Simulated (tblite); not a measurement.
**Molecular dynamics, with input and output: C₄H₁₂N₂Si**

System: C₄H₁₂N₂Si, SMILES N[SiH2]NC1CCC1.
Method: GFN2-xTB Langevin dynamics, gas phase (tblite 0.8.0).

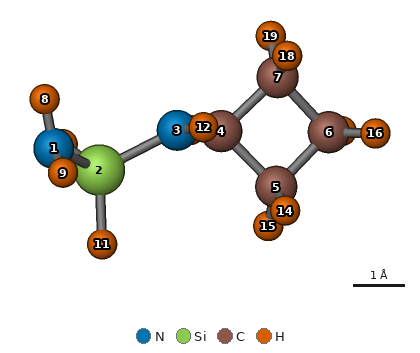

Fig. 1: The input geometry (ball-and-stick view, seen at a tilt; atoms are numbered from 1 in the order of the input). Bond lengths as drawn: C–C 1.54 to 1.55 Å, C–H 1.09 Å, C–N 1.43 Å, H–N 1.01 Å, H–Si 1.46 to 1.47 Å and N–Si 1.72 to 1.73 Å.

Results in brief:

```tsv
quantity	value
outcome	finished
mean temperature over the second half	563 K
trajectory	41 frames kept, 1000 fs
hardware	1 CPU thread, shared host
wall time	14 s
peak memory	0.18 GiB
```

The input:
```
{"job": {"kind": "md", "xc": "GFN2-xTB", "basis": "xTB", "temperature": 600, "steps": 2000, "every": 50}, "charge": 0, "multiplicity": 1}
N      3.526838     0.404958     0.685146
Si     2.214458     0.109239    -0.389491
N      0.711282    -0.016205     0.450734
C     -0.508190    -0.446416    -0.159273
C     -1.461776     0.623601    -0.744089
C     -2.633083    -0.051606    -0.015417
C     -1.636429    -0.897926     0.790617
H      3.684018    -0.240134     1.441615
H      3.707476     1.344524     0.995206
H      2.428437    -1.203194    -0.995825
H      2.290665     1.207485    -1.361971
H      0.533930     0.637081     1.201876
H     -0.257418    -1.209526    -0.897512
H     -1.238102     1.617927    -0.360779
H     -1.526018     0.668542    -1.828828
H     -3.277756     0.606206     0.563983
H     -3.250318    -0.651603    -0.680398
H     -1.487417    -0.526563     1.803365
H     -1.830401    -1.967139     0.833465
```

The first line tells a small driver script what to run in tblite; the rest is the geometry in Å.

Launched with:
```bash
OMP_NUM_THREADS=1 python <driver script> task.json out
```

The program's output:
```
t/fs     T/K      E/eV
    0.0   487.5   -606.33916
   25.0   375.2   -605.39404
   50.0   570.7   -605.32448
   75.0   522.8   -604.81591
  100.0   635.6   -605.10594
  125.0   999.4   -605.21275
  150.0   648.0   -604.35414
  175.0   650.1   -604.49783
  200.0   623.9   -604.46820
  225.0   649.8   -604.44767
  250.0   831.7   -604.60545
  275.0   765.5   -604.99863
  300.0   636.4   -604.88414
  325.0   611.0   -604.67795
  350.0   649.6   -604.83447
  375.0   654.8   -604.47491
  400.0   655.8   -605.13019
  425.0   499.3   -605.06122
  450.0   725.2   -605.42576
  475.0   592.8   -605.33456
  500.0   551.2   -605.34134
  525.0   530.1   -605.22276
  550.0   549.5   -605.19801
  575.0   516.5   -604.88912
  600.0   597.6   -604.91179
  625.0   819.8   -605.37126
  650.0   722.3   -604.98222
  675.0   776.5   -605.14057
  700.0   517.8   -604.82778
  725.0   570.5   -605.03596
  750.0   697.3   -605.28939
  775.0   565.8   -604.95830
  800.0   522.0   -605.13205
  825.0   464.8   -605.35619
  850.0   500.8   -605.46334
  875.0   419.3   -605.51571
  900.0   287.1   -605.33782
  925.0   410.3   -605.44100
  950.0   562.0   -605.32609
  975.0   642.6   -605.14216
 1000.0   597.9   -604.93341
```

Trajectory as extended XYZ (Å, eV, eV/Å), 5 of the 41 frames kept, from step=0 to step=40:
```
19
Properties=species:S:1:pos:R:3:forces:R:3 step=0 time_fs=0.0 energy=-606.33916 temperature=487.5
N     3.5268    0.4050    0.6851   -0.0008  -0.0017   0.0021
Si    2.2145    0.1092   -0.3895   -0.0011   0.0019   0.0049
N     0.7113   -0.0162    0.4507    0.0018   0.0030   0.0033
C    -0.5082   -0.4464   -0.1593   -0.0011  -0.0023   0.0079
C    -1.4618    0.6236   -0.7441    0.0019  -0.0042   0.0020
C    -2.6331   -0.0516   -0.0154   -0.0027  -0.0010  -0.0002
C    -1.6364   -0.8979    0.7906   -0.0064  -0.0001   0.0002
H     3.6840   -0.2401    1.4416    0.0013   0.0050  -0.0037
H     3.7075    1.3445    0.9952   -0.0008  -0.0008   0.0033
H     2.4284   -1.2032   -0.9958    0.0053  -0.0025  -0.0043
H     2.2907    1.2075   -1.3620   -0.0012  -0.0052  -0.0071
H     0.5339    0.6371    1.2019   -0.0011  -0.0034  -0.0053
H    -0.2574   -1.2095   -0.8975    0.0013   0.0054   0.0017
H    -1.2381    1.6179   -0.3608   -0.0033  -0.0006   0.0011
H    -1.5260    0.6685   -1.8288    0.0045   0.0039  -0.0003
H    -3.2778    0.6062    0.5640    0.0002   0.0033   0.0029
H    -3.2503   -0.6516   -0.6804   -0.0022  -0.0008  -0.0034
H    -1.4874   -0.5266    1.8034    0.0031   0.0010  -0.0033
H    -1.8304   -1.9671    0.8335    0.0012  -0.0008  -0.0018
19
Properties=species:S:1:pos:R:3:forces:R:3 step=10 time_fs=250.0 energy=-604.60545 temperature=831.7
N     3.0842   -0.1502    0.9806    0.9132  -1.0704  -0.8170
Si    2.0938   -1.2237   -0.0502    1.7119   1.4034   0.2168
N     0.5363   -0.6643    0.0944   -3.0998   3.1163   2.4044
C    -0.7589   -1.1603   -0.2807    0.1809   1.2541  -0.0461
C    -1.6447   -0.0623   -0.9453    1.1887   0.8183   1.6924
C    -2.7081   -0.1830    0.1624    1.9768  -1.3797   1.0930
C    -1.7868   -1.3833    0.8390   -4.3084   0.7157  -3.9641
H     4.1136   -0.3245    0.9412   -1.2535  -0.2468   0.1220
H     3.0368    0.8221    0.7492   -0.4513   0.4820  -0.0939
H     1.9438   -2.4842    0.4969    0.5207  -2.1239   0.9233
H     2.4611   -1.3312   -1.4462    0.2553   0.1185  -0.4897
H     0.3133    0.1239    0.8165    0.9594  -1.5858  -1.6111
H    -0.6137   -1.9316   -0.9777    0.1719  -1.5004  -0.5481
H    -1.2410    0.9181   -0.7402    0.7736   0.3828  -0.8803
H    -1.7978   -0.2727   -1.9950   -0.7400   0.3235   0.1479
H    -3.0561    0.5936    0.8441    1.1346   0.5631  -0.1471
H    -3.5721   -0.4100   -0.3328   -2.5255  -1.7422  -0.7714
H    -1.5962   -1.2477    1.8150    1.2645   0.7272   3.0045
H    -2.5323   -2.2129    0.7811    1.3271  -0.2558  -0.2356
19
Properties=species:S:1:pos:R:3:forces:R:3 step=20 time_fs=500.0 energy=-605.34134 temperature=551.2
N     3.3171    0.4183    0.5711    1.7308   3.4962  -0.9704
Si    2.3362   -0.9062    0.7369   -1.1396  -1.5659  -0.7868
N     0.9068   -0.3686   -0.0514   -1.7832   0.8795  -0.2544
C    -0.3365   -1.1817   -0.0386    0.8757   2.0431  -0.1531
C    -1.5182   -0.4546   -0.7009   -0.4307  -1.2263  -1.4825
C    -2.0796   -0.1211    0.6564    0.7117   2.6948   1.1950
C    -1.0443   -1.0663    1.3057   -1.8125  -0.8191  -0.4254
H     3.9272    0.9089    1.2366   -0.5598  -0.7945  -0.4477
H     3.1482    1.0666   -0.2460    0.2377  -1.1288   1.3064
H     1.9865   -1.3530    2.0302    0.1003  -0.1706   1.4276
H     2.7933   -2.1204    0.0399    0.0959   0.1042  -0.1555
H     0.6301    0.6446    0.1640    0.4845  -1.9123  -0.4440
H    -0.2276   -2.1587   -0.4460    0.8434  -0.7158  -0.0432
H    -1.3458    0.1450   -1.6016    0.3673   1.0230   0.9333
H    -2.1758   -1.1946   -1.1809   -0.0970  -0.4034   0.3863
H    -2.0047    0.9572    1.0211    0.7336  -0.8420  -0.6296
H    -3.1236   -0.2299    0.8231   -0.8905  -1.0788  -0.0491
H    -0.4674   -0.7300    2.1331    0.3474   0.4240   0.4463
H    -1.5470   -2.0020    1.5726    0.1850  -0.0074   0.1468
19
Properties=species:S:1:pos:R:3:forces:R:3 step=30 time_fs=750.0 energy=-605.28939 temperature=697.3
N     4.0838    0.7424    0.3298   -0.4097  -0.3596  -1.9014
Si    2.7062   -0.3919    0.3455   -0.3244  -0.3358  -0.1630
N     1.1818    0.4351    0.4797    2.1556   1.3029  -0.9613
C    -0.1160   -0.1507    0.6395    1.4768   0.5779   0.0228
C    -1.1451    0.5732   -0.1871   -1.2435  -1.9853   0.1661
C    -1.9211    0.7713    1.0817   -1.1920   2.2180   1.5258
C    -0.7829    0.2839    1.9607    1.2823  -0.3258   0.1327
H     4.5671    0.8640   -0.6110   -1.1114  -0.2590   1.4601
H     4.8381    0.5898    0.9596    0.1895  -0.2017   0.6686
H     2.5113   -1.4502    1.3976    0.5478   0.5216  -0.2249
H     2.6985   -1.1580   -0.9521    0.2486   0.2141   0.2712
H     1.2445    1.3445   -0.0588   -0.6690  -1.3236   1.0405
H    -0.0591   -1.1891    0.4567    0.0823  -1.2580  -0.0530
H    -0.7461    1.4615   -0.5581    0.3117   1.2986  -0.8852
H    -1.6662   -0.0375   -0.9328    0.2550   0.3163  -0.1339
H    -2.2079    1.8558    1.1937   -0.1689  -1.0286   0.3087
H    -2.7519    0.1024    1.2813   -0.3397   0.2518  -0.4846
H    -0.0498    0.8822    2.4995   -0.3964   1.2506  -0.4300
H    -0.9691   -0.4259    2.7537   -0.6948  -0.8743  -0.3591
19
Properties=species:S:1:pos:R:3:forces:R:3 step=40 time_fs=1000.0 energy=-604.93341 temperature=597.9
N     3.9469    1.0012   -0.2265   -1.0263   1.5423  -0.1102
Si    2.7843   -0.2278   -0.0800   -1.2433  -1.6758  -0.1681
N     1.3770    0.5043    0.5509    0.8230   2.4694   1.8176
C     0.0231    0.0129    0.6261    1.5476   2.8044   1.0471
C    -0.7749    0.0453   -0.6160   -2.8438  -2.9492   0.0175
C    -1.9733    0.6902    0.2112    0.6489  -2.8664  -0.0596
C    -0.8409    1.2338    1.0569   -0.7717  -0.3690   3.0979
H     4.8431    0.8547    0.1621    0.6990   0.1984   0.2908
H     3.5259    1.9330   -0.0083    1.0336  -1.0611  -0.2344
H     3.1588   -1.3322    0.9308    0.0929   0.4568  -0.8512
H     2.2432   -0.6696   -1.4608    0.7031   0.0591   0.8971
H     1.5305    1.3630    1.2709   -0.4056  -2.5679  -1.9665
H    -0.0156   -0.8959    1.2170   -0.4464  -0.0226   0.1656
H    -0.4552    0.7222   -1.2997    1.1828   2.0646  -1.7962
H    -0.8698   -0.9263   -1.1651   -0.4201   0.5169   0.5302
H    -2.6311    1.3324   -0.3129   -0.5111   0.6055  -0.3101
H    -2.5636   -0.1616    0.7407    0.8767   1.5336  -0.7664
H    -0.4824    2.2164    0.7224    0.1085  -0.6283  -0.1746
H    -1.0024    1.3324    2.1967   -0.0477  -0.1106  -1.4264
```

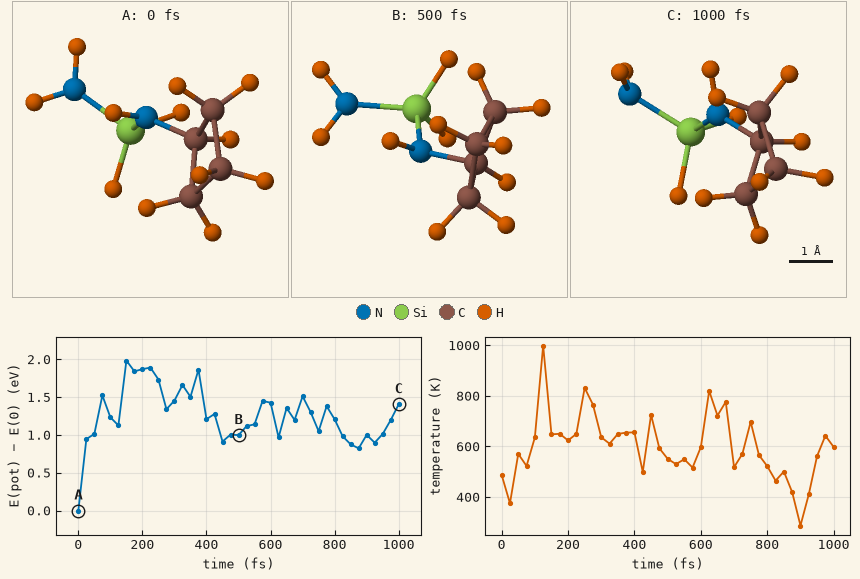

Fig. 2: Frames of the molecular dynamics (ball-and-stick, seen at an oblique angle) above the curves, on which the letters mark them. The trajectory kept here has 41 frames over 1000 fs. The temperature starts at 488 K, ranges from 287 to 999 K and averages 563 K over the second half. The potential energy ends 1.406 eV above its first value. After an unweighted best fit of the last frame on the first, the root-mean-square displacement is 0.58 Å, and H12 has moved furthest (1.33 Å).
